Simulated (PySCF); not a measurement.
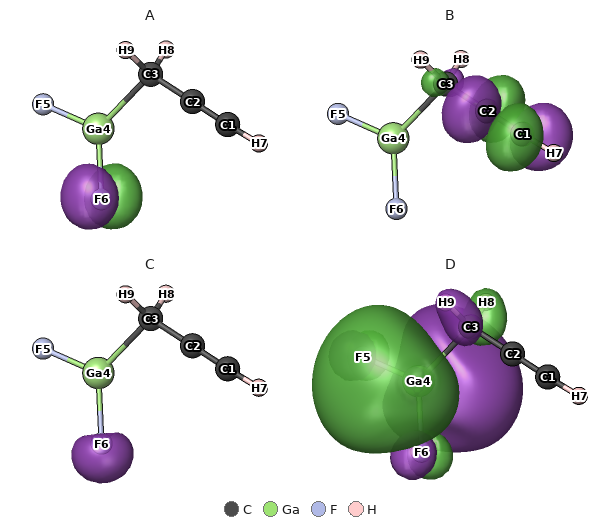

Figure 1: C3H3F2Ga, SMILES `C#C[CH2][Ga]([F])[F]`. Intrinsic bond orbitals (IBO), occupied and valence-virtual; each surface holds about 85 % of the orbital's density. Energies are diagonal elements of the Fock matrix.

Level of theory: r2SCAN/def2-TZVP (PySCF), at a geometry from GFN2-xTB. No frequency check shows the geometry to be a minimum. GFN2-xTB bond lengths at metals and heavier atoms can be off by up to 0.1 Å and shapes distorted, which carries into these values.

Input script:

```python
import numpy as np
from pyscf import gto, scf, dft, lo
from pyscf.data.elements import chemcore

def solve(mol, dm0=None, hcore=None):
    mf = (dft.UKS if mol.spin else dft.RKS)(mol, xc='r2scan')
    mf.grids.level = 3
    mf = mf.density_fit(auxbasis='def2-universal-jkfit')
    mf.conv_tol, mf.max_cycle = 1e-8, 80
    if hcore is not None:
        mf.get_hcore = lambda *args: hcore
    mf.kernel(dm0)
    if not mf.converged:
        mf = mf.newton().run(mf.mo_coeff, mf.mo_occ, max_cycle=30)
    assert mf.converged, 'SCF not converged'
    return mf

mol = gto.M(atom='''
C      3.24793    -0.39609     0.00046
C      2.27435     0.30576     0.00012
C      1.11312     1.13556    -0.00048
Ga    -0.62613    -0.00716    -0.00021
F     -2.19427     0.80605     0.00075
F     -0.76329    -1.76040    -0.00007
H      4.11910    -0.98165     0.00106
H      1.04853     1.76031    -0.89430
H      1.04818     1.76112     0.89311
''', basis='def2-tzvp', charge=0, spin=0, verbose=4)
mf = solve(mol)
occ_all = mf.mo_coeff[:, mf.mo_occ > 0]
occ = occ_all[:, chemcore(mol):]
loc = lo.ibo.ibo(mol, occ, iaos=lo.iao.iao(mol, occ_all))
fock, s = mf.get_fock(), mf.get_ovlp()
ortho = lo.orth_ao(mol, 'meta_lowdin')
ortho = lo.vec_lowdin(lo.iao.iao(mol, occ_all), s)
labels = lo.iao.reference_mol(mol).ao_labels(fmt=None)
vir = lo.vvo.livvo(mol, occ_all, mf.mo_coeff[:, mf.mo_occ == 0])
both = np.hstack([loc, vir])
p = (ortho.T @ s @ both) ** 2
pop = np.array([p[[l[0] == a for l in labels]].sum(0) for a in range(mol.natm)])
spd = np.array([[p[[l[0] == a and l[2][-1] == k for l in labels]].sum(0) for k in 'spd'] for a in range(mol.natm)])
eps = np.einsum('pi,pq,qi->i', both, fock, both)
for i in np.argsort(eps):
    top = np.argsort(-pop[:, i])[:3]
    print('%3d %s %9.4f Eh ' % (i + 1, 'occ' if i < loc.shape[1] else 'vir', eps[i]), '  '.join('%s%d %.3f' % (mol.atom_symbol(a), a + 1, pop[a, i]) for a in top))
np.savez('result.npz', c=both, nocc=loc.shape[1], pop=pop, spd=spd, eps=eps, e=mf.e_tot)
```

Run with:

```sh
OMP_NUM_THREADS=1 python input.py
```

The run took 71 s on 1 thread of Intel(R) Xeon(R) Platinum 8488C (Sapphire Rapids) (shared host), peak memory 0.83 GiB.

**Identify each orbital.**

By panel:
- A: lone pair on F6 (p-type) (F6 95 %, Ga4 5 %; −9.8 eV)
- B: π* orbital C2–C1 (C2 50 %, C1 48 %; 2.2 eV)
- C: lone pair on F6 (sp0.6-type) (F6 99 %; −20.2 eV)
- D: empty orbital on Ga4 (Ga4 90 %, F6 5 %, F5 5 %; −1.2 eV)

**Which has the smallest and which the largest spatial spread?**

Smallest: C (0.64 Å); largest: D (1.94 Å).

**How do all the valence pairs divide up?**

21 pairs: 6 lone pairs, 6 σ bonds, 5 d pairs, 2 strongly polarised pairs and 2 two-centre π bonds.
